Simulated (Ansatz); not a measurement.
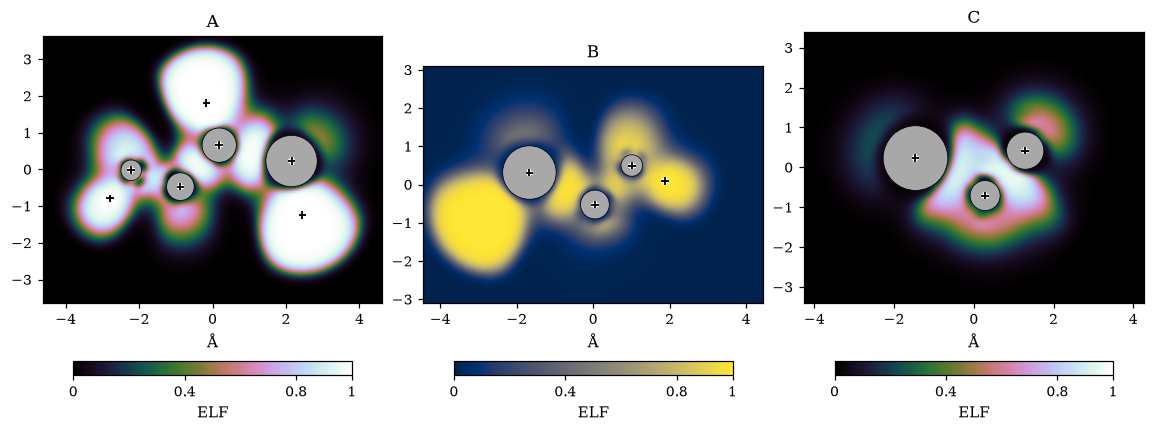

The ELF of 3 systems, each on a plane through atoms (crosses mark nuclei in the plane; grey discs cover the cores).

Level of theory: Ansatz, RKS PBE0-D4/def2-TZVPP.

System 1: CH₆O₂Si, the plane of atoms C2, O1 and H5. Geometry: PBE0-D4/def2-TZVP.

```xyz
10

O    -0.7922    0.0974   -1.4110
C    -0.3721    0.5229   -0.1412
O     0.6040    1.5355   -0.2182
Si    0.2665   -1.0171    0.7916
H    -1.1730    0.8537   -1.8714
H    -1.1978    0.9924    0.4089
H     1.3837    1.1672   -0.6473
H    -0.7272   -2.1197    0.7757
H     0.5678   -0.6330    2.1944
H     1.5232   -1.4504    0.1215
```

System 2: CH₇BOSi (SMILES OCB[SiH3]), the plane of atoms B3, Si4 and H9. Geometry: PBE0-D4/def2-TZVP.

```yaml
atoms:
  - { symbol: O, position_ang: [-0.8158, 1.8797, -1.4012] }
  - { symbol: C, position_ang: [-0.3955, 1.1191, -0.2900] }
  - { symbol: B, position_ang: [0.0134, -0.3366, -0.6184] }
  - { symbol: Si, position_ang: [0.6396, -1.5844, 0.8369] }
  - { symbol: H, position_ang: [-1.0470, 2.7630, -1.1041] }
  - { symbol: H, position_ang: [-1.1749, 1.0633, 0.4949] }
  - { symbol: H, position_ang: [0.4642, 1.5835, 0.2311] }
  - { symbol: H, position_ang: [-0.0418, -0.7350, -1.7458] }
  - { symbol: H, position_ang: [0.6746, -0.9596, 2.1901] }
  - { symbol: H, position_ang: [2.0109, -2.0795, 0.5243] }
  - { symbol: H, position_ang: [-0.2620, -2.7706, 0.9031] }
```

System 3: CH₆AlB (SMILES B[CH2][AlH2]), the plane of atoms B1, C2 and Al3. Geometry: PBE0-D4/def2-TZVP.

```yaml
atoms:
  - { symbol: B, position_ang: [-0.4825, 0.6340, -1.1435] }
  - { symbol: C, position_ang: [0.7178, 0.1777, -0.3503] }
  - { symbol: Al, position_ang: [-0.0844, -0.6928, 1.2419] }
  - { symbol: H, position_ang: [-1.0125, -0.1001, -1.9315] }
  - { symbol: H, position_ang: [-0.9878, 1.7021, -0.9318] }
  - { symbol: H, position_ang: [1.3315, 0.9584, 0.1101] }
  - { symbol: H, position_ang: [1.3095, -0.6390, -0.7755] }
  - { symbol: H, position_ang: [-0.3640, -2.2515, 1.2149] }
  - { symbol: H, position_ang: [-0.3392, 0.1649, 2.5487] }
```

### Match each panel to its system.

Panel A is system 2, CH₇BOSi: the plane holds O, C, B, Si and H. C–O (1.41 Å): the ELF peaks at about 0.90 between the atoms, as expected for a shared but strongly polarised pair. Panel B is system 1, CH₆O₂Si: the plane holds O, C, Si and H. C–O (1.40 Å): the ELF peaks at about 0.90 between the atoms; a polar covalent bond. Panel C is system 3, CH₆AlB: the plane holds B, C and Al. C–B (1.51 Å): the ELF peaks at about 0.95 between the atoms (localised, covalent bonding).
